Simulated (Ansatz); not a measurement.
Three curves of one kind of scan: energy against volume (even scaling of the relaxed cell, symmetry kept). Level of theory: PBE (plane waves to 420 eV, PAW, scalar-relativistic; Ansatz, a first-principles code). Each is measured from its own zero (the relaxed starting cell). 

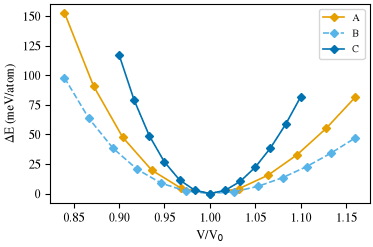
Figure: Curves A, B and C.

Question: Which curve belongs to the crystal with a fitted bulk modulus at fixed cell shape of 60.1 GPa and a relaxed volume of 22.64 Å³/atom?

Answer: Curve A, GaCuSe2 (chalcopyrite): near the minimum ΔE ≈ ½·B₀·V₀·(V/V₀ − 1)², with B₀·V₀ = 8.5 eV/atom.

All were relaxed with their symmetry unable to fall. At this level the bands of GaCuSe2 touch or barely overlap; measurements give the solid a gap. At this level the bands of TaAs touch or barely overlap. GaCuSe2 is run without spin polarisation. Spin-orbit coupling is left out. TaAs is run without spin polarisation. The relaxed volume of Tl is well above the measured one; the method has no dispersion term.

(A scan under strain: stresses follow from slopes of the energy per volume, elastic moduli from its curvatures.)
